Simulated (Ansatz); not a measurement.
## Electronic structure of As₆H₁₈In₅ (charge +1) in real space

```yaml
atoms:
  - { symbol: As, position_ang: [0.1374, -2.2303, -1.9935] }
  - { symbol: In, position_ang: [-2.2196, -1.2831, -1.0139] }
  - { symbol: In, position_ang: [0.0942, -2.7209, 2.5620] }
  - { symbol: As, position_ang: [-1.7541, -1.0139, 1.5492] }
  - { symbol: As, position_ang: [-1.8627, 1.2321, -1.9928] }
  - { symbol: In, position_ang: [-2.3143, 1.4398, 2.5593] }
  - { symbol: In, position_ang: [2.5727, -1.3453, -1.2874] }
  - { symbol: As, position_ang: [2.2856, -1.4895, 1.3470] }
  - { symbol: As, position_ang: [2.2167, 1.2808, -1.8129] }
  - { symbol: In, position_ang: [0.1195, 2.9001, -1.2846] }
  - { symbol: As, position_ang: [-0.1483, 2.7204, 1.3495] }
  - { symbol: H, position_ang: [0.1711, -3.7171, -1.7342] }
  - { symbol: H, position_ang: [0.0798, -2.3007, -3.5018] }
  - { symbol: H, position_ang: [-3.5624, -2.0587, -1.7432] }
  - { symbol: H, position_ang: [0.0414, -4.1483, 1.6062] }
  - { symbol: H, position_ang: [0.2804, -2.3802, 4.2270] }
  - { symbol: H, position_ang: [-3.0023, -1.7366, 2.0220] }
  - { symbol: H, position_ang: [-1.9499, 1.2170, -3.5012] }
  - { symbol: H, position_ang: [-3.1346, 2.0035, -1.7358] }
  - { symbol: H, position_ang: [-3.5737, 2.1066, 1.5985] }
  - { symbol: H, position_ang: [-1.9324, 1.4324, 4.2258] }
  - { symbol: H, position_ang: [3.9133, -2.0277, -2.1036] }
  - { symbol: H, position_ang: [3.5961, -2.0892, 1.8002] }
  - { symbol: H, position_ang: [2.5669, -0.0827, 1.8247] }
  - { symbol: H, position_ang: [2.5298, 1.4625, -3.2802] }
  - { symbol: H, position_ang: [3.4410, 1.9877, -1.2803] }
  - { symbol: H, position_ang: [0.1973, 4.4031, -2.0993] }
  - { symbol: H, position_ang: [1.2093, 2.2554, 1.8260] }
  - { symbol: H, position_ang: [-0.0078, 4.1540, 1.8052] }
```

Geometry: r2SCAN-D4/def2-SVP; core potentials replace the inner electrons of In.

Computed with RKS PBE0-D4/def2-TZVP in Ansatz 0.2.0.

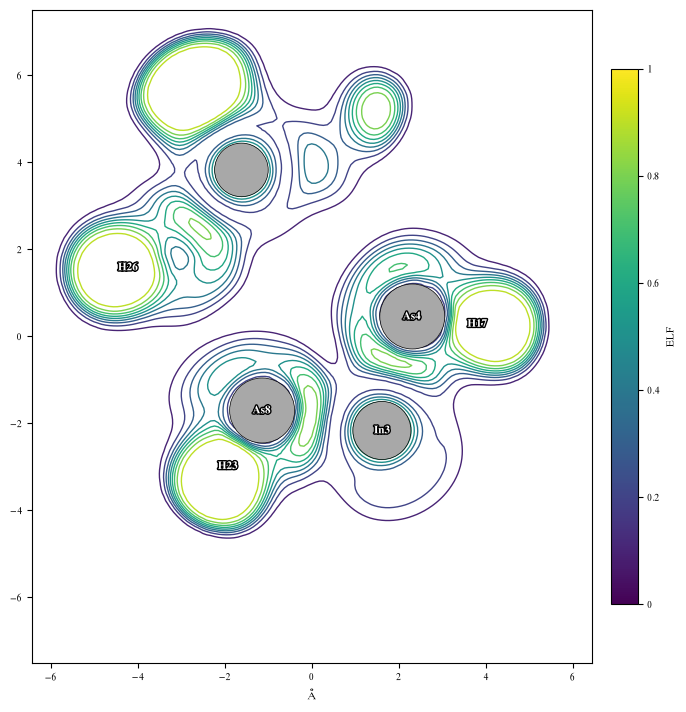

Figure 1. Electron localisation function on the plane of atoms As4, In3 and As8. Grey discs cover the atomic cores.

What does the map show?

- The plane passes through In, As and H nuclei.
- As–H (1.52 Å): the ELF climbs to about 1 towards the hydrogen, as it does in any bond to H.
- In–As (2.71 Å): the ELF peaks at about 0.85 between the atoms (a shared electron pair).
- In–As (2.79 Å): the ELF peaks at about 0.85 between the atoms: a shared electron pair.

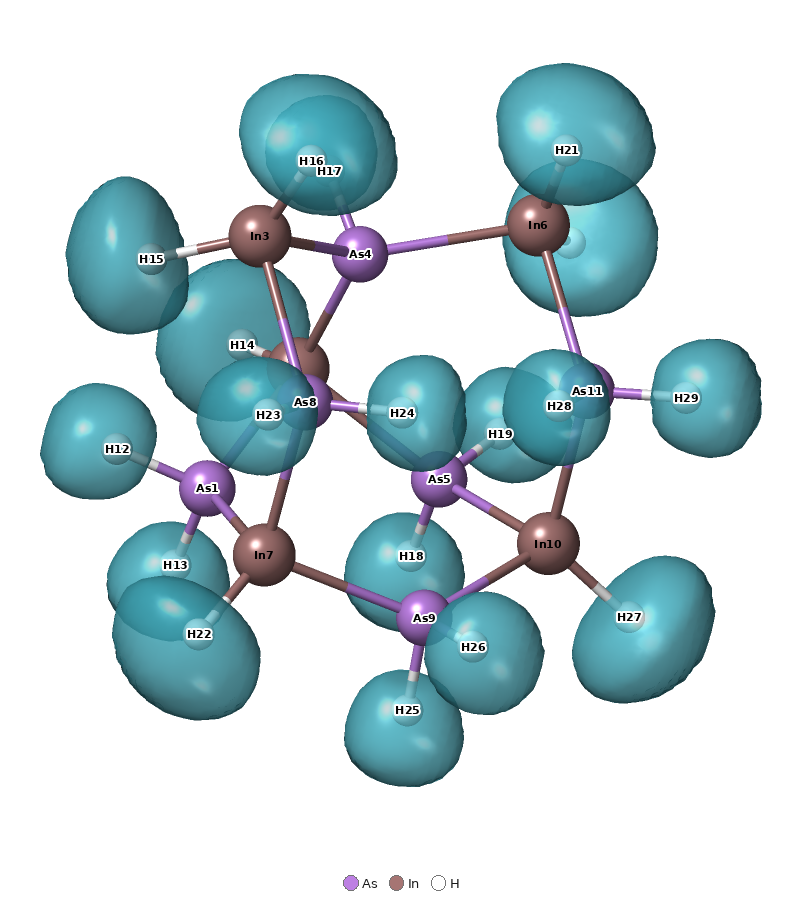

Figure 2. Isosurface of the ELF at 0.9 (cyan), seen at a tilt. Only the valence region is drawn (cores and ρ < 0.01 e/Å³ removed).

Where are the electrons localised?

The ELF exceeds this value in 18 regions around hydrogen nuclei. Along the contacts the grid gives the following. In–As (2.62 Å): the ELF peaks at about 0.80 between the atoms, as expected for localised, covalent bonding. As–H (1.51 Å): the ELF climbs to about 1 towards the hydrogen.

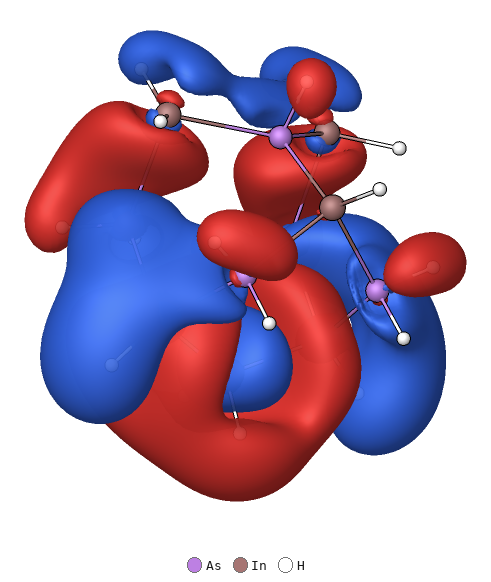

Figure 3. One frontier orbital at ±0.03 Å⁻³ᐟ² (blue and red are the two phases), seen at an oblique angle.

Which orbital is it: HOMO or LUMO?

The LUMO, at −4.57 eV. By Hirshfeld shares it lies mainly on In7 (about 20 %), In10 (about 20 %), As9 (about 15 %), As8 (about 5 %) and As11 (about 5 %).
